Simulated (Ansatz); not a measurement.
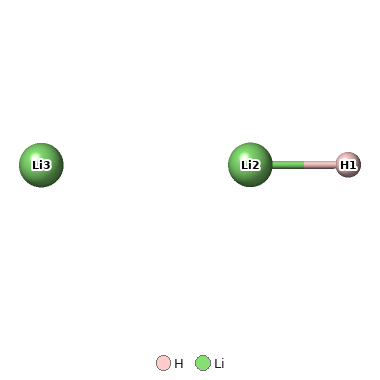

The system is H + Li₂, spin multiplicity 2; the picture shows the reference structure. First axis: distance H1–Li2. Second axis: distance Li2–Li3. Nothing is relaxed (the angle H1–Li2–Li3 is fixed at 180 degrees). The scan uses a 13 × 13 grid. All energies are given in kJ/mol relative to H far from the relaxed LiLi (each part in its own basis). The D4 coefficients can switch as the alkali atoms part, which puts small steps into the map. All numbers below come from UKS PBE-D4/def2-SVPD (Ansatz 0.2.0).

Its coordinates:

```xyz
3

H    -1.6020    0.0000    0.0000
Li    0.0000    0.0000    0.0000
Li    3.4240    0.0000    0.0000
```

Range: distance H1–Li2 from 1.272 to 3.272 Å; distance Li2–Li3 from 2.048 to 4.048 Å.

### Predict the map.

The lowest grid point is at distance H1–Li2 = 1.602 Å, distance Li2–Li3 = 3.424 Å, −166 kJ/mol from H far from the relaxed LiLi (each part in its own basis). The highest grid point, distance H1–Li2 = 3.272 Å, distance Li2–Li3 = 2.048 Å, lies 201 kJ/mol above the lowest.

| distance Li2–Li3 ↓, distance H1–Li2 → | 1.272 | 1.351 | 1.467 | 1.602 | 1.751 | 1.913 | 2.084 | 2.264 | 2.453 | 2.648 | 2.850 | 3.058 | 3.272 |
| --- | --- | --- | --- | --- | --- | --- | --- | --- | --- | --- | --- | --- | --- |
| 4.048 | −107 | −132 | −153 | −161 | −157 | −146 | −142 | −124 | −102 | −79 | −58 | −39 | −23 |
| 3.834 | −109 | −134 | −155 | −163 | −159 | −149 | −146 | −130 | −108 | −86 | −65 | −47 | −32 |
| 3.626 | −111 | −136 | −157 | −165 | −162 | −150 | −146 | −134 | −113 | −91 | −72 | −54 | −40 |
| 3.424 | −111 | −137 | −158 | −166 | −163 | −151 | −140 | −133 | −114 | −94 | −75 | −59 | −45 |
| 3.229 | −110 | −135 | −156 | −165 | −162 | −151 | −135 | −119 | −102 | −83 | −65 | −50 | −37 |
| 3.040 | −106 | −132 | −154 | −163 | −160 | −149 | −133 | −114 | −95 | −77 | −60 | −45 | −33 |
| 2.860 | −102 | −128 | −150 | −159 | −157 | −146 | −130 | −112 | −93 | −75 | −59 | −45 | −33 |
| 2.689 | −96 | −122 | −143 | −153 | −151 | −140 | −125 | −107 | −89 | −71 | −55 | −42 | −31 |
| 2.527 | −87 | −112 | −134 | −144 | −142 | −131 | −117 | −99 | −81 | −63 | −48 | −35 | −24 |
| 2.378 | −74 | −100 | −122 | −131 | −129 | −119 | −104 | −87 | −69 | −52 | −37 | −24 | −14 |
| 2.243 | −59 | −84 | −106 | −115 | −113 | −103 | −89 | −71 | −53 | −36 | −22 | −9 | 1 |
| 2.127 | −42 | −67 | −88 | −98 | −95 | −85 | −70 | −53 | −35 | −18 | −3 | 9 | 19 |
| 2.048 | −27 | −53 | −74 | −83 | −80 | −70 | −55 | −37 | −19 | −3 | 12 | 24 | 35 |

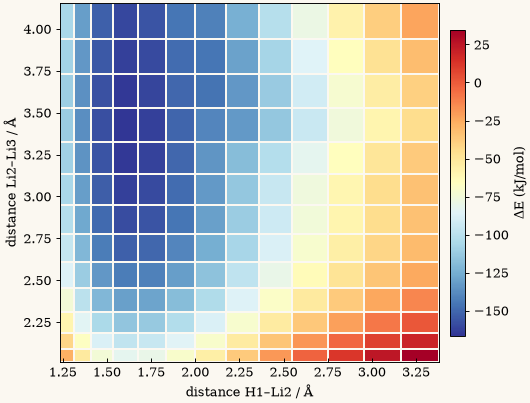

Drawn: one coloured cell a grid point.

Each point was launched as `ansatz run input.yaml --threads 1 --pin off --max-ram 2560MiB --backend cpu --events-out ev --progress --plain --runs-dir out`. The whole map (169 points run) took 7.2 min on 1 thread of Arm Neoverse V1 (shared host).
